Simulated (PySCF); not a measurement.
Molecule: C₄H₁₂AlF₂N, SMILES C[N+](C)(C)[AlH2-][CH](F)F, singlet.

```xyz
20

C     -1.3832    -0.1474     0.6747
N     -0.5111     0.1887    -0.4621
C     -0.0174     1.5691    -0.3396
C     -1.2379     0.0195    -1.7273
Al     1.0929    -1.1005    -0.4943
C      1.9976    -0.7196     1.2877
F      2.4130     0.5959     1.3773
F      1.1405    -0.9154     2.3565
H     -1.7428    -1.1790     0.5616
H     -0.8113    -0.0805     1.6084
H     -2.2476     0.5380     0.7127
H      0.6482     1.7925    -1.1846
H     -0.8601     2.2820    -0.3405
H      0.5591     1.6732     0.5880
H     -1.5745    -1.0222    -1.8200
H     -2.1140     0.6902    -1.7645
H     -0.5692     0.2494    -2.5681
H      0.3545    -2.5224    -0.5651
H      1.9027    -0.5610    -1.7685
H      2.8936    -1.3309     1.5128
```

Simulated rotational absorption lines between 18 and 26 GHz at 2 K: rigid rotor with the equilibrium constants and dipole of one optimised conformer (PBE0-D3(BJ)/def2-SVP, PySCF 2.14.0), commonest isotopes; no centrifugal distortion, hyperfine structure, internal rotation or nuclear-spin weights; lines within 1 MHz of each other are summed.

**What are the rotational constants, and what kind of rotor is it?**

Rotational constants A, B, C = 2.400, 1.073, 1.056 GHz; Ray's κ = −0.97, a near-prolate asymmetric top.

**Which dipole components drive the lines?**

|μa|, |μb|, |μc| = 3.99, 2.15, 0.27 D; a-type lines carry 76 % of the intensity in this range.

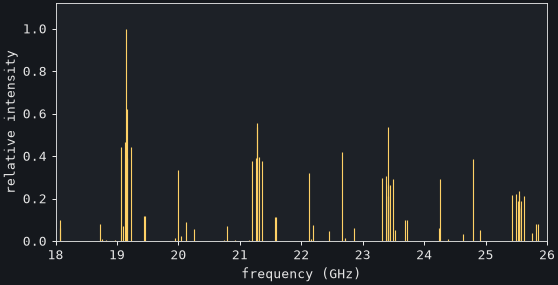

Note: coarse grid, loose stop and no frequency check, small forces are noise and the end may be a saddle.
